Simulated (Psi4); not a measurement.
# CH3BCl (SMILES C[B]Cl), step by step

Wanted: a geometry optimisation (doublet CH3BCl, UM06-2X/6-31G*), then a single-point energy (singlet CH3BCl+, M06-2X/6-31G*), then a geometry optimisation (singlet CH3BCl+, M06-2X/6-31G*), then a single-point energy (doublet CH3BCl, UM06-2X/6-31G*) of CH3BCl. 

Program for the calculation: Psi4 1.11.

### Step 1. Starting point

The species is CH3BCl (6 atoms), meant as a doublet with charge 0. SMILES: `C[B]Cl`. The shape is that of a PBE0-D4/def2-TZVP optimisation. The run starts from this shape.

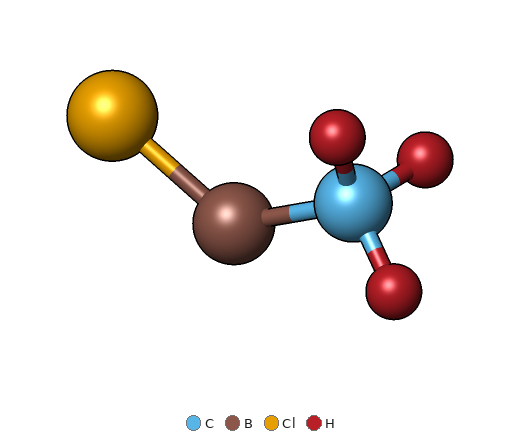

Viewed from a chosen angle; carbon blue, boron brown, chlorine amber, hydrogen red.

### Step 2. A geometry optimisation at UM06-2X/6-31G(d) (density fitting, Cartesian functions) (run 1)

ch3bcl.py

```python
import psi4

psi4.set_memory('1600 MB')
psi4.set_num_threads(1)
psi4.set_output_file('output.dat', False)

m = psi4.geometry("""
0 2
C     -0.289900     0.325200    -0.312400
B      0.195300    -1.059500     0.167700
Cl     1.467800    -1.355700     1.297800
H     -1.073500     0.641700     0.390700
H      0.494200     1.088800    -0.289700
H     -0.752000     0.295400    -1.300400
units angstrom
""")

psi4.set_options({
    'basis': '6-31G*',
    'reference': 'uks',
})

energy_value, wavefunction = psi4.optimize("m06-2x", molecule=m, return_wfn=True)
print('E =', round(energy_value, 9))
m.save_xyz_file('final.xyz', False)
```

Command:

```bash
$ python ch3bcl.py
```

output.dat:

```text
[...]
  Running in c1 symmetry.
[...]
  Nuclear repulsion =   76.029351716677795
[...]
  Multiplicity = 2
[...]
  Nalpha       = 16
  Nbeta        = 15
[...]
    Number of basis functions: 55
[...]
   @DF-UKS iter   1:  -524.73825142698126   -2.95532e-01   8.67438e-03 ADIIS/DIIS
[...]
   @DF-UKS iter   9:  -524.85572437382893   -2.61480e-12   7.90928e-09 DIIS
[...]
   @S^2 Observed:                7.527665831E-01
[...]
    Orbital Energies [Eh]
    ---------------------
    Alpha Occupied:
       1A   -102.665194     2A    -10.538458     3A     -9.814601
       4A     -7.536695     5A     -7.533106     6A     -7.532564
       7A     -7.117988     8A     -0.940191     9A     -0.807165
      10A     -0.551270    11A     -0.489837    12A     -0.483698
      13A     -0.450098    14A     -0.406763    15A     -0.399647
      16A     -0.245313
    Alpha Virtual:
      17A     -0.013779    18A      0.150291    19A      0.157837
      20A      0.203753    21A      0.220756    22A      0.290769
      23A      0.391607    24A      0.452603    25A      0.463523
[...]
  @DF-UKS Final Energy:  -524.85572437382893
   => Energetics <=
    Nuclear Repulsion Energy =             75.6705526122798489
    One-Electron Energy =                -871.3860357156318059
    Two-Electron Energy =                 289.2929321325115666
    DFT Exchange-Correlation Energy =     -18.4331734029885794
    Empirical Dispersion Energy =           0.0000000000000000
    VV10 Nonlocal Energy =                  0.0000000000000000
    Total Energy =                       -524.8557243738289344
[...]
 Multipole Moments:
 ------------------------------------------------------------------------------------
     Multipole            Electronic (a.u.)      Nuclear  (a.u.)        Total (a.u.)
 ------------------------------------------------------------------------------------
 L = 1.  Multiply by 2.5417464519 to convert [e a0] to [Debye]
 Dipole X            :          3.2025179           -3.5146694           -0.3121515
 Dipole Y            :         -4.5180935            4.9675451            0.4494517
 Dipole Z            :          2.8649528           -3.1147832           -0.2498305
 Magnitude           :                                                    0.6015485
[...]
  -Total Gradient:
     Atom            X                  Y                   Z
    ------   -----------------  -----------------  -----------------
       1       -0.000063225245     0.000048068738    -0.000116081721
       2       -0.000134725793     0.000015105296    -0.000142137889
       3       -0.000120548224    -0.000076428397    -0.000166114568
       4       -0.000055762628     0.000033318323    -0.000056024632
       5       -0.000055379787     0.000025433594    -0.000062392020
       6       -0.000091589133     0.000114238815    -0.000076060659
[...]
    Final optimized geometry and variables:
    Molecular point group: c1
    Full point group: C1
    Geometry (in Angstrom), charge = 0, multiplicity = 2:
    C           -1.071983454286     1.184255811666    -1.033388266409
    B           -0.544521430342    -0.217509733669    -0.611519276530
    CL           0.645156428228    -0.470998226911     0.642743512556
    H           -1.817168153224     1.489329338416    -0.284497663143
    H           -0.284792157099     1.946576248790    -1.027640704213
    H           -1.571074020089     1.181789745065    -2.004847667147
[...]
```

The script printed:

```text
Optimizer: Optimization complete!
E = -524.855724374
```

Run time: 63 s. Hardware: 1 thread of Intel Xeon 6975P-C (Granite Rapids), shared host; peak memory 0.7 GiB.

Step by step:

```
step  energy from the first frame kept (eV)  largest force (eV/Å)
   0                                 0.0000                0.4849
   1                                -0.0065                0.1469
   2                                -0.0074                0.0216
   3                                -0.0075                0.0171
   4                                -0.0077                0.0192
   5                                -0.0078                0.0115
   6                                -0.0082                0.0187
   7                                -0.0083                0.0155
   8                                -0.0083                0.0114
   9                                -0.0083                0.0113
```

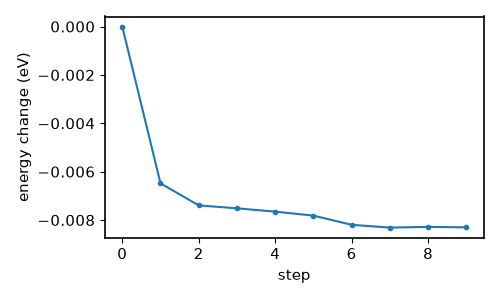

Energy along the run.

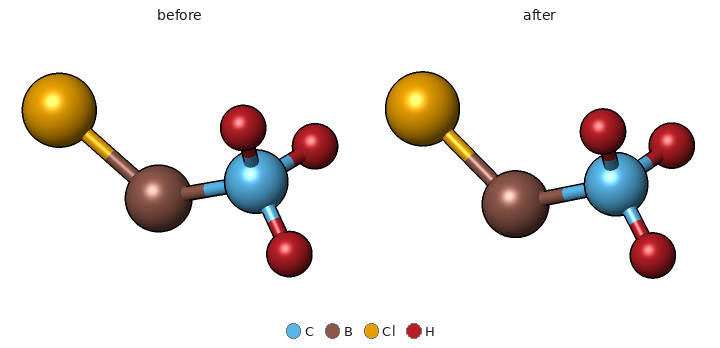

Before and after, at one scale.

After the run. Bond lengths: C1–B2 1.556 Å, B2–Cl3 1.747 Å, C1–H4 1.100 Å, C1–H5 1.096 Å, C1–H6 1.092 Å. Angles: C1–B2–Cl3 123.8°, B2–C1–H4 107.2°, B2–C1–H5 112.4°, B2–C1–H6 113.2°, H4–C1–H5 106.9°, H4–C1–H6 107.3°, H5–C1–H6 109.5°.

### Step 3. The singlet cation: the energy at M06-2X/6-31G(d) (density fitting, Cartesian functions) (run 2)

input.inp

```
memory 1600 mb

molecule {
  1 1
  C     -0.274351     0.313337    -0.340435
  B      0.253111    -1.088429     0.081434
  Cl     1.442789    -1.341917     1.335696
  H     -1.019536     0.618410     0.408455
  H      0.512840     1.075657    -0.334688
  H     -0.773442     0.310871    -1.311895
  symmetry c1
}

set globals {
  reference rks
}

result, w = energy('m06-2x/6-31G*', return_wfn=True)
```

Command:

```bash
$ psi4 input.inp input.out -n 1
```

input.out:

```text
[...]
  Running in c1 symmetry.
[...]
  Nuclear repulsion =   75.670560623180563
[...]
  Multiplicity = 1
[...]
  Nalpha       = 15
  Nbeta        = 15
[...]
    Number of basis functions: 55
[...]
   @DF-RKS iter   1:  -524.42926350351308   -1.76336e-02   8.59421e-03 ADIIS/DIIS
[...]
   @DF-RKS iter   9:  -524.55409433389138   -4.57078e-09   2.83897e-07 DIIS
[...]
    Orbital Energies [Eh]
    ---------------------
    Doubly Occupied:
       1A   -102.950134     2A    -10.787138     3A    -10.096994
       4A     -7.819189     5A     -7.814450     6A     -7.814320
       7A     -7.475007     8A     -1.208243     9A     -1.049425
      10A     -0.808671    11A     -0.723700    12A     -0.717691
      13A     -0.705325    14A     -0.659746    15A     -0.648622
[...]
  @DF-RKS Final Energy:  -524.55409433389138
   => Energetics <=
    Nuclear Repulsion Energy =             75.6705606231805632
    One-Electron Energy =                -863.0689351223766153
    Two-Electron Energy =                 281.1067228203062882
    DFT Exchange-Correlation Energy =     -18.2624426550016459
    Empirical Dispersion Energy =           0.0000000000000000
    VV10 Nonlocal Energy =                  0.0000000000000000
    Total Energy =                       -524.5540943338913848
[...]
 Multipole Moments:
 ------------------------------------------------------------------------------------
     Multipole            Electronic (a.u.)      Nuclear  (a.u.)        Total (a.u.)
 ------------------------------------------------------------------------------------
 L = 1.  Multiply by 2.5417464519 to convert [e a0] to [Debye]
 Dipole X            :          2.5114252           -3.5146705           -1.0032453
 Dipole Y            :         -4.7097913            4.9675448            0.2577535
 Dipole Z            :          2.1234843           -3.1147837           -0.9912994
 Magnitude           :                                                    1.4337407
[...]
```

Wall time 4.8 s (1 thread of Intel Xeon 6975P-C (Granite Rapids), shared host); peak memory 0.67 GiB.

### Step 4. The singlet cation: a geometry optimisation at M06-2X/6-31G(d) (density fitting, Cartesian functions) (run 3)

calc.py

```python
import psi4

psi4.set_memory(1600000000)
psi4.set_num_threads(1)
psi4.set_output_file('output.dat', False)

m = psi4.geometry("""
1 1
C     -0.274351     0.313337    -0.340435
B      0.253111    -1.088429     0.081434
Cl     1.442789    -1.341917     1.335696
H     -1.019536     0.618410     0.408455
H      0.512840     1.075657    -0.334688
H     -0.773442     0.310871    -1.311895
units angstrom
symmetry c1
""")

psi4.set_options(dict(reference='rks'))

e_tot, wfn = psi4.optimize("m06-2x/6-31G*", molecule=m, return_wfn=True)
print(f'total energy {e_tot:.8f} hartree = {e_tot * 27.211386:.5f} eV')
print(m.to_string(dtype='xyz', units='Angstrom'))
```

Command:

```bash
$ python calc.py
```

output.dat:

```text
[...]
  Running in c1 symmetry.
[...]
  Nuclear repulsion =   75.670560623180563
[...]
  Multiplicity = 1
[...]
  Nalpha       = 15
  Nbeta        = 15
[...]
    Number of basis functions: 55
[...]
   @DF-RKS iter   1:  -524.42926350351308   -1.76336e-02   8.59421e-03 DIIS/ADIIS
[...]
   @DF-RKS iter   8:  -524.60786496201536   -6.82121e-13   5.63350e-09 DIIS
[...]
    Orbital Energies [Eh]
    ---------------------
    Doubly Occupied:
       1A   -102.963969     2A    -10.779683     3A    -10.113334
       4A     -7.835024     5A     -7.830961     6A     -7.830960
       7A     -7.436630     8A     -1.243026     9A     -1.057243
      10A     -0.822193    11A     -0.728223    12A     -0.728035
      13A     -0.720148    14A     -0.682207    15A     -0.682105
[...]
  @DF-RKS Final Energy:  -524.60786496201536
   => Energetics <=
    Nuclear Repulsion Energy =             76.6064476500834957
    One-Electron Energy =                -864.6694953950620857
    Two-Electron Energy =                 281.7485992760806539
    DFT Exchange-Correlation Energy =     -18.2934164931174017
    Empirical Dispersion Energy =           0.0000000000000000
    VV10 Nonlocal Energy =                  0.0000000000000000
    Total Energy =                       -524.6078649620153556
[...]
 Multipole Moments:
 ------------------------------------------------------------------------------------
     Multipole            Electronic (a.u.)      Nuclear  (a.u.)        Total (a.u.)
 ------------------------------------------------------------------------------------
 L = 1.  Multiply by 2.5417464519 to convert [e a0] to [Debye]
 Dipole X            :          3.1866663           -3.8164595           -0.6297932
 Dipole Y            :         -4.2992970            5.1495251            0.8502281
 Dipole Z            :          2.8230120           -3.3815589           -0.5585469
 Magnitude           :                                                    1.1964538
[...]
  -Total Gradient:
     Atom            X                  Y                   Z
    ------   -----------------  -----------------  -----------------
       1       -0.000396149020     0.000045485782    -0.000108580483
       2       -0.000046165317     0.000142155982    -0.000138841062
       3       -0.000064276095     0.000078433765    -0.000041566711
       4       -0.000042511324     0.000212957230    -0.000144602309
       5       -0.000097328828     0.000156835888    -0.000089314955
       6       -0.000033827336     0.000176005727    -0.000084871376
[...]
    Final optimized geometry and variables:
    Molecular point group: c1
    Full point group: C1
    Geometry (in Angstrom), charge = 1, multiplicity = 1:
    C           -1.069304129009     1.441251976116    -0.946709943195
    B           -0.284704288780     0.383441971614    -0.252062447114
    CL           0.566317628985    -0.763373460866     0.501469092624
    H           -1.920793822191     1.754984747214    -0.326390757314
    H           -0.435407176861     2.318239978656    -1.141451254414
    H           -1.451435858424     1.064413715384    -1.906004586042
[...]
```

The script printed:

```text
Optimizer: Optimization complete!
total energy -524.60786496 hartree = -14275.30711 eV
6
1 1 BCClH3
C                    -1.069304129009     1.441251976116    -0.946709943195
B                    -0.284704288780     0.383441971614    -0.252062447114
Cl                    0.566317628985    -0.763373460866     0.501469092624
H                    -1.920793822191     1.754984747214    -0.326390757314
H                    -0.435407176861     2.318239978656    -1.141451254414
H                    -1.451435858424     1.064413715384    -1.906004586042
```

Wall time 28 s (1 thread of Intel Xeon 6975P-C (Granite Rapids), shared host); peak memory 0.71 GiB.

Step by step:

```
step  energy from the first frame kept (eV)  largest force (eV/Å)
   0                                 0.0000                5.5597
   1                                -0.9461                2.6520
   2                                -1.3582                1.2755
   3                                -1.4421                0.2010
   4                                -1.4593                0.2522
   5                                -1.4620                0.1454
   6                                -1.4632                0.0212
```

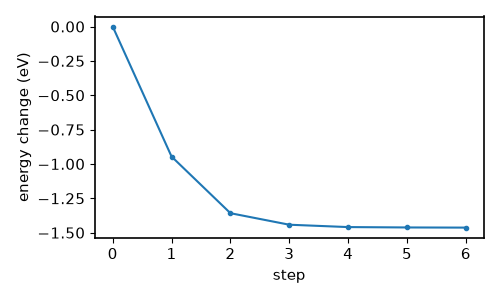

Energy along the run.

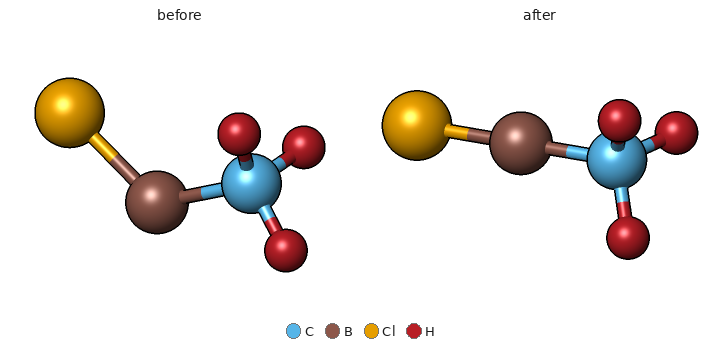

Before and after, at one scale.

After the run. Bond lengths: C1–B2 1.489 Å, B2–Cl3 1.615 Å, C1–H4 1.099 Å, C1–H5 1.099 Å, C1–H6 1.099 Å. Angles: C1–B2–Cl3 180.0°, B2–C1–H4 110.3°, B2–C1–H5 110.2°, B2–C1–H6 110.3°, H4–C1–H5 108.6°, H4–C1–H6 108.7°, H5–C1–H6 108.6°.

### Step 5. The energy at UM06-2X/6-31G(d) (density fitting, Cartesian functions) (run 4)

run.py

```python
import psi4

psi4.set_memory(1600000000)
psi4.set_num_threads(1)
psi4.core.set_output_file('ch3bcl.out', False)

m = psi4.geometry("""
0 2
C     -0.51338568     1.07777317    -0.47953123
B      0.96929344    -0.92119802     0.83316135
Cl     2.57749195    -3.08836429     2.25713046
H     -2.12246668     1.67064262     0.69270179
H      0.68450605     2.73504030    -0.84753839
H     -1.23550861     0.36565256    -2.29233605
units au
""")

psi4.set_options({
    'basis': '6-31G*',
    'reference': 'uks',
})

energy_value = psi4.energy("M06-2X")
print(f'total energy {energy_value:.8f} hartree = {energy_value * 27.211386:.5f} eV')
```

Command:

```bash
$ python run.py
```

ch3bcl.out:

```text
[...]
  Running in c1 symmetry.
[...]
  Nuclear repulsion =   76.606453759523006
[...]
  Multiplicity = 2
[...]
  Nalpha       = 16
  Nbeta        = 15
[...]
    Number of basis functions: 55
[...]
   @DF-UKS iter   1:  -524.68854200253361   -9.00505e-02   8.76701e-03 DIIS/ADIIS
[...]
   @DF-UKS iter   9:  -524.81198289205315   -1.61223e-08   4.39688e-07 DIIS
[...]
   @S^2 Observed:                7.556505639E-01
[...]
    Orbital Energies [Eh]
    ---------------------
    Alpha Occupied:
       1A   -102.679943     2A    -10.537871     3A     -9.829428
       4A     -7.551105     5A     -7.548203     6A     -7.547929
       7A     -7.072571     8A     -0.964501     9A     -0.803982
      10A     -0.554199    11A     -0.486344    12A     -0.485240
      13A     -0.455094    14A     -0.431226    15A     -0.425003
      16A     -0.148092
    Alpha Virtual:
      17A      0.009597    18A      0.111531    19A      0.192026
      20A      0.213792    21A      0.216161    22A      0.318180
      23A      0.398582    24A      0.455308    25A      0.455583
[...]
  @DF-UKS Final Energy:  -524.81198289205315
   => Energetics <=
    Nuclear Repulsion Energy =             76.6064537595230064
    One-Electron Energy =                -873.0356477448751775
    Two-Electron Energy =                 290.0782356445705545
    DFT Exchange-Correlation Energy =     -18.4610245512715494
    Empirical Dispersion Energy =           0.0000000000000000
    VV10 Nonlocal Energy =                  0.0000000000000000
    Total Energy =                       -524.8119828920531518
[...]
 Multipole Moments:
 ------------------------------------------------------------------------------------
     Multipole            Electronic (a.u.)      Nuclear  (a.u.)        Total (a.u.)
 ------------------------------------------------------------------------------------
 L = 1.  Multiply by 2.5417464519 to convert [e a0] to [Debye]
 Dipole X            :          3.6658658           -3.8164587           -0.1505929
 Dipole Y            :         -4.8889971            5.1495249            0.2605278
 Dipole Z            :          3.2086076           -3.3815585           -0.1729509
 Magnitude           :                                                    0.3470807
[...]
```

Standard output:

```text
total energy -524.81198289 hartree = -14280.86144 eV
```

It took 5.4 s on 1 thread of Intel Xeon 6975P-C (Granite Rapids), shared host; peak memory 0.66 GiB.

### Step 6. Results

```
                                                               quantity          value
                         run 1, UM06-2X/6-31G*: total energy at the end  -524.85572 Eh
                                   run 1, UM06-2X/6-31G*: dipole moment         1.53 D
              run 1, UM06-2X/6-31G*: HOMO energy (highest over α and β)       -6.68 eV
               run 1, UM06-2X/6-31G*: LUMO energy (lowest over α and β)       -0.37 eV
                                            run 1, UM06-2X/6-31G*: ⟨S²⟩          0.753
                                    singlet cation, run 2: total energy  -524.55409 Eh
                                     singlet cation, run 2: HOMO energy      -17.65 eV
                                     singlet cation, run 2: LUMO energy       -9.47 eV
                                   singlet cation, run 2: HOMO–LUMO gap        8.18 eV
                         singlet cation, run 3: total energy at the end  -524.60786 Eh
                                     singlet cation, run 3: HOMO energy      -18.56 eV
                                     singlet cation, run 3: LUMO energy       -6.97 eV
                                   singlet cation, run 3: HOMO–LUMO gap       11.59 eV
                                    run 4, UM06-2X/6-31G*: total energy  -524.81198 Eh
                                   run 4, UM06-2X/6-31G*: dipole moment         0.88 D
              run 4, UM06-2X/6-31G*: HOMO energy (highest over α and β)       -4.03 eV
               run 4, UM06-2X/6-31G*: LUMO energy (lowest over α and β)        0.26 eV
                                            run 4, UM06-2X/6-31G*: ⟨S²⟩          0.756
adiabatic ionisation energy (to the singlet cation, no zero-point term)       6.745 eV
```

What this shows: The adiabatic ionisation energy (to the singlet cation, no zero-point term) is 6.74 eV (651 kJ/mol). The optimisation (run 1, UM06-2X/6-31G*) took 10 steps and changed the energy by -0.008 eV. The optimisation (singlet cation, run 3) took 7 steps and changed the energy by -1.463 eV.
